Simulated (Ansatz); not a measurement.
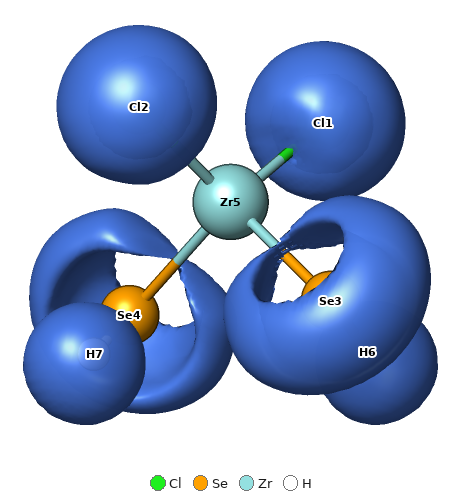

Figure. Cl2H2Se2Zr (SMILES [Cl][Zr]([Cl])([SeH])[SeH]). Isosurface of the ELF at 0.8 (blue), seen at a tilt. Only the valence region is drawn (cores and ρ < 0.01 e/Å³ removed).

Geometry: PBE0-D4/def2-SVP; core potentials replace the inner electrons of Zr.

Computed with isolated molecule in a Gaussian basis; Kohn-Sham density functional theory, functional PBE0 (Ansatz).

Input

```
crystal:
  periodic: [false, false, false]
  atoms:
    - {symbol: Cl, position_ang: [-1.283407, -2.332449, -0.700757]}
    - {symbol: Cl, position_ang: [2.251133, -1.375824, 0.791374]}
    - {symbol: Se, position_ang: [-0.794696, 0.681384, 1.952376]}
    - {symbol: Se, position_ang: [0.390800, 0.890939, -1.993157]}
    - {symbol: Zr, position_ang: [0.174863, -0.666476, 0.015798]}
    - {symbol: H, position_ang: [-1.931234, 1.015078, 1.069080]}
    - {symbol: H, position_ang: [1.192551, 1.787359, -1.134704]}
basis:
  gaussian:
    orbitals: def2-SVPD
hamiltonian:
  xc: pbe0
output:
  forces: true
  orbitals: {seedname: orbitals}
```

Run with:

```sh
ansatz run input.yaml --threads 2 --pin off --max-ram 6090MiB --events-out events.jsonl --progress --plain --runs-dir runs
```

> Where are the electrons localised?

The surface consists of two regions around hydrogen nuclei, two regions wrapped around Cl (the valence shell of each) and two regions wrapped around Se (the valence shell of each).

Values along the shortest contacts:
Zr–Cl (2.33 Å): the ELF peaks at about 0.85 in the valence shell of Cl, 0.8 Å from its nucleus, and is about 0.35 at the midpoint. Zr–Se (2.55 Å): the ELF peaks at about 0.80 in the valence shell of Se, 1.1 Å from its nucleus, and is about 0.55 at the midpoint.
